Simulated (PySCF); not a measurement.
## Electronic structure of C$_{4}$H$_{10}$Si (SMILES CC[SiH]1CC1) in real space

The calculation's input:

```
{"job": {"kind": "nmr", "xc": "PBE0", "basis": "pcSseg-1"}, "charge": 0, "multiplicity": 1}
C     -2.294764    -0.314929    -0.277226
C     -1.174342     0.614859     0.177663
Si     0.418288    -0.319153     0.608159
C      1.784882    -0.479180    -0.677883
C      2.078501     0.549388     0.429462
H     -3.198837     0.248754    -0.503528
H     -2.533282    -1.038003     0.500054
H     -2.002622    -0.862905    -1.170093
H     -1.516801     1.179297     1.046953
H     -0.972846     1.345392    -0.607239
H      0.291338    -1.371089     1.608186
H      2.426636    -1.348230    -0.686272
H      1.660214    -0.075858    -1.673402
H      2.894683     0.298436     1.090938
H      2.134539     1.581209     0.112316
```

Run with:

```sh
OMP_NUM_THREADS=1 python probes_run.py task.json out
```

Geometry: GFN2-xTB.

Method: PBE0/pcSseg-1, SCF density, gas phase, non-relativistic in PySCF 2.14.0.

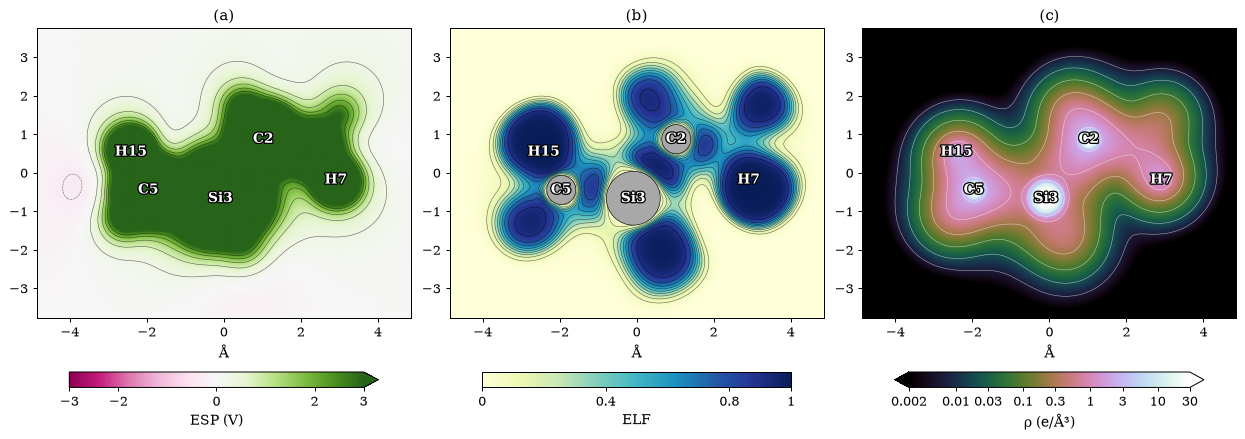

Figure 1. (a) electrostatic potential; (b) ELF; (c) total electron density on the plane of atoms Si3, C5 and H15. Grey discs cover the atomic cores in the ELF map.

Q: Interpret the plot.

A:
- The plane passes through C, Si and H nuclei.
- C–Si (1.88 Å): ρ at the midpoint is about 0.84 e/Å³; the ELF peaks at about 0.85 between the atoms, as expected for a covalent bond.
- C–H (1.08 Å): ρ at the midpoint is about 2 e/Å³; the ELF climbs to about 1 towards the hydrogen, as it does in any bond to H: an ordinary covalent bond to hydrogen.
- Outside the dense part of the molecule the potential is most negative (−0.3 V) near H14, which lies off the plane.

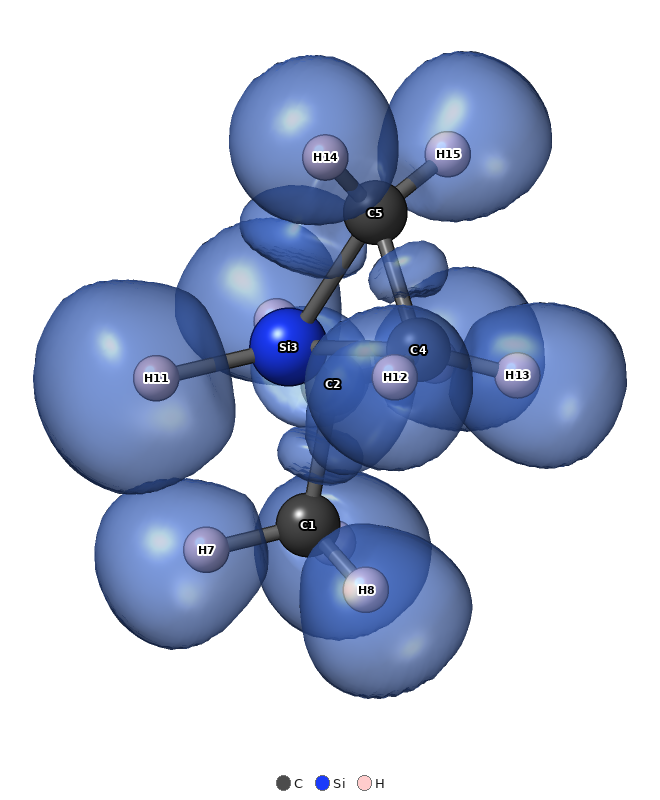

Figure 2. Isosurface of the electron localisation function at 0.8 (blue), seen at an oblique angle. Only the valence region is drawn (cores and ρ < 0.01 e/Å³ removed).

Q: Where are the electrons localised?

A: The surface consists of two regions between bonded C–C atoms (shared pairs), one region between bonded C–Si atoms (shared pairs), ten regions around hydrogen nuclei and two regions on Si in which the atom's valence shell and bonds are merged. Along the contacts the grid gives the following. C–C (1.53 Å): the ELF peaks at about 0.95 between the atoms: a covalent bond.

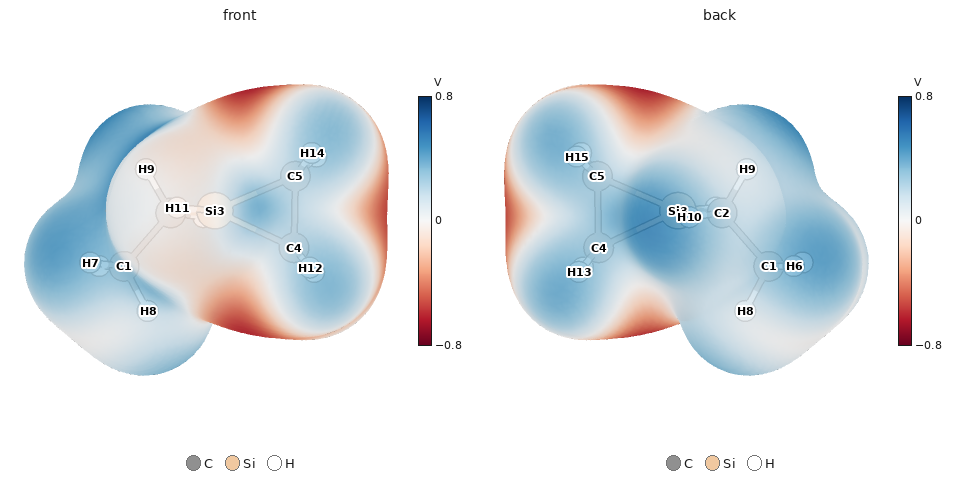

Figure 3. The molecular electrostatic potential painted on the density surface at 0.001 e/bohr³, seen from the front and from behind; the colour scale runs from red (negative) to blue (positive).

Q: Describe the electrostatic potential map.

A: The most negative region (about −0.6 V) lies over C4 and C5, the most positive (about +0.5 V) over Si3, H9 and H10.
